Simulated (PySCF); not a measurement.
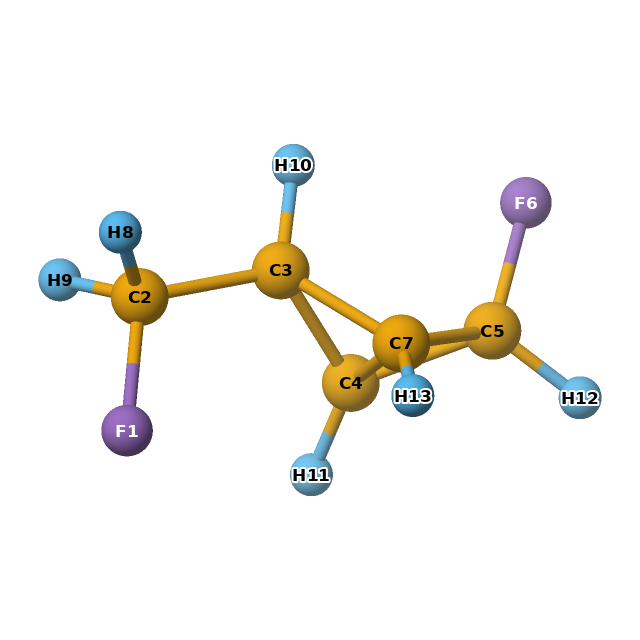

Computed geometry: GFN2-xTB optimisation. No frequency run is at hand to confirm it as a minimum. Method: B3LYP/pcJ-1 indirect spin-spin coupling, non-relativistic, gas phase (PySCF 2.14.0). Isotopes: 13C, 19F, 1H.

Give the spin–spin coupling constants of these pairs, with the number of bonds between them: F1/C2, C5/F6, F1/H9, F1/H8, F1/C3, C4/F6, F6/C7, F6/H12, F1/H10, F1/C4, F1/C7, C3/F6, F6/H11, F6/H13.

| pair | bonds apart | J (Hz) |
| --- | --- | --- |
| F1, C2 | 1 | −225.7 |
| C5, F6 | 1 | −315.1 |
| F1, H9 | 2 | 53.0 |
| F1, H8 | 2 | 53.0 |
| F1, C3 | 2 | 15.4 |
| C4, F6 | 2 | 25.2 |
| F6, C7 | 2 | 25.2 |
| F6, H12 | 2 | 82.2 |
| F1, H10 | 3 | 30.1 |
| F1, C4 | 3 | 4.6 |
| F1, C7 | 3 | 4.7 |
| C3, F6 | 3 | 11.5 |
| F6, H11 | 3 | −2.4 |
| F6, H13 | 3 | −2.4 |

Density functionals are unreliable for couplings to fluorine, so those rows may be far off.
